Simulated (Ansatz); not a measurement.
**CH7NOSi (SMILES CO[SiH2]N) at HF/STO-3G**

What is the vertical singlet–triplet gap of CH7NOSi at HF/STO-3G? 

The calculation is run with Ansatz 0.2.0.

123 further runs of the same task are left out: 123 set aside as unsound or not needed.

## 1. Starting point

The species is CH7NOSi (11 atoms), meant as a singlet with charge 0. As SMILES, `CO[SiH2]N`. The shape is that of a PBE0-D4/def2-TZVP optimisation. This is one conformer, not always the lowest.

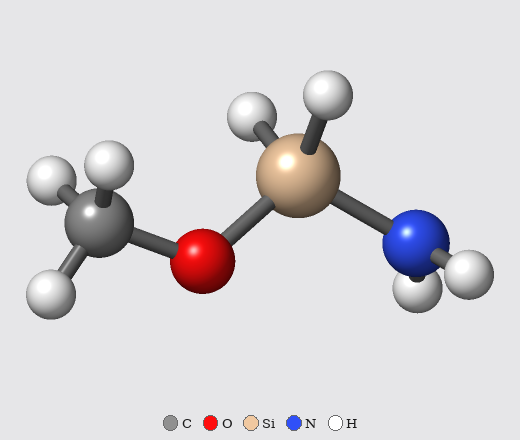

Viewed from a chosen angle; carbon grey, oxygen red, silicon light orange, nitrogen blue, hydrogen white.

## 2. A single-point energy at HF/STO-3G

in.yaml

```yaml
crystal:
  periodic: [false, false, false]
  atoms:
    - {symbol: C, position_ang: [-0.655300, 1.711900, 0.500200]}
    - {symbol: O, position_ang: [-0.610600, 0.508700, -0.227100]}
    - {symbol: Si, position_ang: [0.533800, -0.642700, 0.054300]}
    - {symbol: "N", position_ang: [0.344700, -2.006900, -0.943700]}
    - {symbol: H, position_ang: [0.258400, 2.302900, 0.362300]}
    - {symbol: H, position_ang: [-1.501500, 2.301200, 0.142400]}
    - {symbol: H, position_ang: [-0.790700, 1.531800, 1.573800]}
    - {symbol: H, position_ang: [0.421900, -1.079900, 1.472300]}
    - {symbol: H, position_ang: [1.874600, -0.055000, -0.212100]}
    - {symbol: H, position_ang: [-0.403400, -2.661100, -0.783300]}
    - {symbol: H, position_ang: [0.593600, -1.968000, -1.918400]}
basis:
  gaussian: {orbitals: STO-3G}
hamiltonian: {xc: hf}
accuracy: high
output: {orbitals: {seedname: orbitals}}
```

The run is started by

```console
$ ansatz run in.yaml --threads 1 --pin off --max-ram 3480MiB --events-out events.jsonl --progress --plain --runs-dir runs
```

Output:

```text
Warning: RAYON_NUM_THREADS=1 ignored (pool sized by the plan → 1); use --threads N
Functional definition: HF
  name "HF"
  exchange = exact_x
  correlation = 0
629 factors; integrals over basis functions are off by at most 3.9e-9 eV
mean field evaluation 1: about -12370.6668 eV, gradient 2.4e1 eV
mean field evaluation 2: about -12370.8238 eV, gradient 2.4e1 eV
mean field evaluation 4: about -12372.7356 eV, gradient 1.3e0 eV
mean field evaluation 8: about -12372.7428 eV, gradient 1.2e-5 eV
mean field -12372.74284926 eV, -454.6899131639 hartree, gradient 2.9e-8 eV, S^2 0.000000; 0 other end points of the search recorded, 0 dependent functions left out
reference -12372.74284926 eV, -454.6899131639 hartree; 21, 21 occupied and 10, 10 virtual orbitals, 629 factors
Total energy: -12372.74284926 eV, -454.6899131639 hartree
```

Wall time 0.26 s (1 thread of Arm Neoverse V2, shared host).

## 3. The triplet

in.yaml: that of step 2 with these lines changed.

```diff
@@ -6,3 +6,3 @@
     - {symbol: Si, position_ang: [0.533800, -0.642700, 0.054300]}
-    - {symbol: "N", position_ang: [0.344700, -2.006900, -0.943700]}
+    - {symbol: N, position_ang: [0.344700, -2.006900, -0.943700]}
     - {symbol: H, position_ang: [0.258400, 2.302900, 0.362300]}
@@ -15,5 +15,12 @@
 basis:
-  gaussian: {orbitals: STO-3G}
-hamiltonian: {xc: hf}
+  gaussian:
+    orbitals: STO-3G
+total_charge: 0
+magnetization:
+  spin_polarized: true
+  initial_magnetization: 2
+hamiltonian:
+  xc: hf
 accuracy: high
-output: {orbitals: {seedname: orbitals}}
+output:
+  orbitals: {seedname: orbitals}
```

The run is started by

```console
$ ansatz run in.yaml --threads 1 --pin off --max-ram 3480MiB --events-out events.jsonl --progress --plain --runs-dir runs
```

Output:

```text
Warning: RAYON_NUM_THREADS=1 ignored (pool sized by the plan → 1); use --threads N
Functional definition: HF
  name "HF"
  exchange = exact_x
  correlation = 0
629 factors; integrals over basis functions are off by at most 3.9e-9 eV
mean field evaluation 1: about -12358.8298 eV, gradient 1.9e1 eV
mean field evaluation 2: about -12359.0917 eV, gradient 1.9e1 eV
mean field evaluation 4: about -12362.4518 eV, gradient 2.9e0 eV
mean field evaluation 8: about -12362.9080 eV, gradient 1.6e-1 eV
mean field evaluation 16: about -12362.9072 eV, gradient 1.7e-8 eV
mean field evaluation 32: about -12363.8961 eV, gradient 1.7e-8 eV
mean field evaluation 64: about -12363.4662 eV, gradient 1.2e0 eV
mean field evaluation 96: about -12360.1285 eV, gradient 5.8e0 eV
mean field -12363.89613590 eV, -454.3648024445 hartree, gradient 2.6e-8 eV, S^2 2.005525; 1 other end points of the search recorded, 0 dependent functions left out
reference -12363.89613590 eV, -454.3648024445 hartree; 22, 20 occupied and 9, 11 virtual orbitals, 629 factors
Total energy: -12363.89613590 eV, -454.3648024445 hartree
```

Wall time 0.76 s (1 thread of Arm Neoverse V2, shared host).

## 4. Outcome

At HF/STO-3G:

| quantity | value |
| --- | --- |
| singlet: total energy | -454.68991 Eh |
| singlet: HOMO energy | -8.43 eV |
| singlet: LUMO energy | 13.11 eV |
| singlet: HOMO–LUMO gap | 21.54 eV |
| triplet: total energy | -454.36480 Eh |
| triplet: ⟨S²⟩ | 2.006 |
| vertical energy of the triplet above the singlet | 8.847 eV |

**Reading.** At this shape the triplet lies 8.85 eV (204 kcal/mol) above the singlet. In a minimal basis such a difference can be off by several eV, whatever the method.
